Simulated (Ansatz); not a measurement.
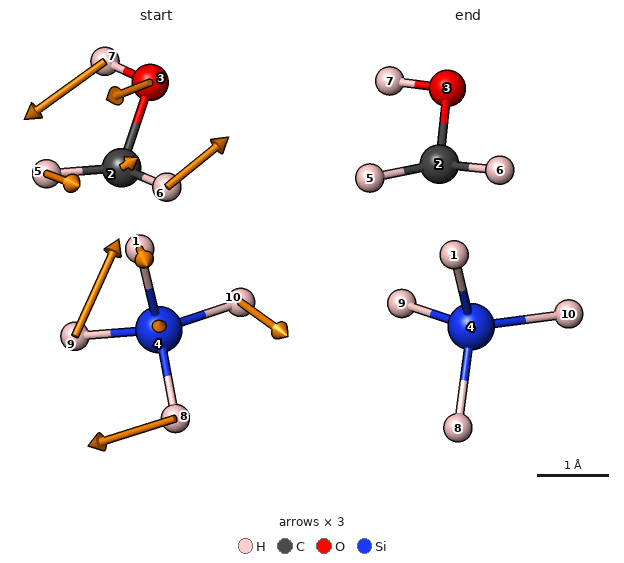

The structure of CH7OSi (multiplicity 2) before (left) and after (right) a constrained relaxation, at one scale. The orange arrows give the displacements, 3 times their true length.

The picture is a ball-and-stick view, seen from a free direction.

The reaction that was planned forms H1–Si4 and breaks H1–C2 (atoms numbered from 1 in input order).

All numbers below come from Ansatz 0.2.0, UKS PBE0-D4/def2-SVP.

Input file:
```yaml
crystal:
  periodic: [false, false, false]
  atoms:
    - {symbol: H, position_ang: [-0.077000, -0.012900, 0.259400]}
    - {symbol: C, position_ang: [0.028600, 1.383900, -0.491100]}
    - {symbol: O, position_ang: [0.880900, 1.256100, -1.570800]}
    - {symbol: Si, position_ang: [-0.159600, -1.457800, 0.988800]}
    - {symbol: H, position_ang: [-1.003900, 1.613200, -0.735100]}
    - {symbol: H, position_ang: [0.467800, 2.033600, 0.252300]}
    - {symbol: H, position_ang: [0.438700, 0.774400, -2.278200]}
    - {symbol: H, position_ang: [-0.446500, -1.227800, 2.399400]}
    - {symbol: H, position_ang: [-1.240400, -2.214000, 0.361900]}
    - {symbol: H, position_ang: [1.111400, -2.148800, 0.813400]}
basis:
  gaussian: {orbitals: def2-SVP}
magnetization: {spin_polarized: true, initial_magnetization: 1}
hamiltonian: {xc: pbe0, dispersion: d4}
relax: {f_tol: 0.04, max_steps: 150, escape_saddle: false, constraints: [{distance: [0, 3]}, {distance: [0, 1]}]}
```

Run as
```bash
ansatz run in.yaml --threads 4 --pin off --events-out ev --progress --plain --max-ram 9574MiB
```

### Describe what moved and what it gained.

The energy falls by 2.08 kcal/mol in 15 geometry steps. The largest force component goes from 1.2 to 0.018 eV/Å. The forces were under the threshold at step 3, but the run went on from there. The largest move after the best rigid fit is that of H9, 0.54 Å. By element the largest moves are H 0.54 Å, O 0.34 Å, C 0.10 Å, Si 0.08 Å. Near-neighbour distances that change, for instance: Si4–H10 1.457 → 1.496 Å, C2–O3 1.381 → 1.359 Å, C2–H5 1.085 → 1.101 Å, C2–H6 1.081 → 1.096 Å. Among the angles between lasting bonds that change: H1–Si4–H8 107.8° → 112.5°, H8–Si4–H10 111.3° → 109.0°, H8–Si4–H9 110.6° → 108.4°. Cost: 21 s on 4 threads of Arm Neoverse V2 (shared host).
